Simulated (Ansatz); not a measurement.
System: BH$_{2}$LiO$_{2}$Se.

Input file:

```
crystal:
  periodic: [false, false, false]
  atoms:
    - symbol: B
      position_ang: [-0.693237, -0.029710, 0.382006]
    - symbol: Li
      position_ang: [-1.276885, 0.167988, -1.707619]
    - symbol: O
      position_ang: [-0.398187, -0.877070, -0.547110]
    - symbol: O
      position_ang: [-1.468668, 1.116714, -0.047281]
    - symbol: Se
      position_ang: [-0.171715, -0.188476, 2.297988]
    - symbol: H
      position_ang: [-0.802722, 1.056543, 2.775892]
    - symbol: H
      position_ang: [-1.702550, 1.763493, 0.624214]
basis:
  gaussian: {orbitals: def2-TZVPD}
total_charge: 0
hamiltonian: {xc: {name: PBE0}}
output: {forces: true, orbitals: {seedname: orbitals}}
```

Launched as:

```sh
ansatz run input.yaml --threads 1 --pin off --max-ram 2610MiB --events-out events.jsonl --progress --plain --runs-dir runs
```

Geometry: PBE0-D3(BJ)/pcseg-1.

Theory: Ansatz 0.2.0, isolated molecule in a Gaussian basis; Kohn-Sham density functional theory, functional PBE0.

Predict the electron density and electron localisation function between the atoms.

Answer. B–O (1.29 Å): ρ at the midpoint is about 2.5 e/Å³; the ELF peaks at about 0.85 between the atoms (a short, strongly polar bond).
Li–O (1.79 Å): ρ is about 0.58 e/Å³ halfway; the ELF peaks at about 0.85 in the valence shell of O, 0.6 Å from its nucleus, and falls to about 0.10 next to Li (an ionic contact with no shared pair).
B–Se (1.99 Å): the density is about 0.95 e/Å³ at the midpoint; the ELF peaks at about 0.90 between the atoms; a covalent bond.
Li–B (2.18 Å): the density is about 0.34 e/Å³ at the midpoint; the ELF is about 0.25 at the midpoint.

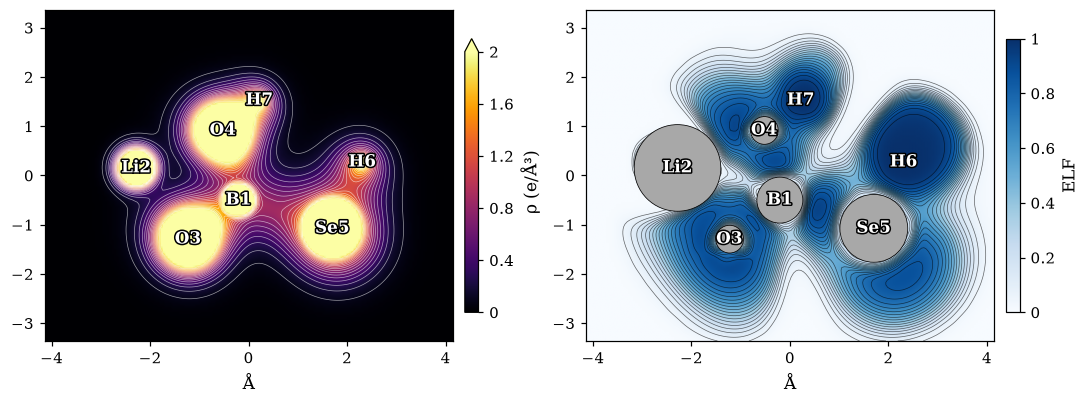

Computed electron density and electron localisation function on the molecular plane, in this order. Grey discs cover the atomic cores in the ELF map. 
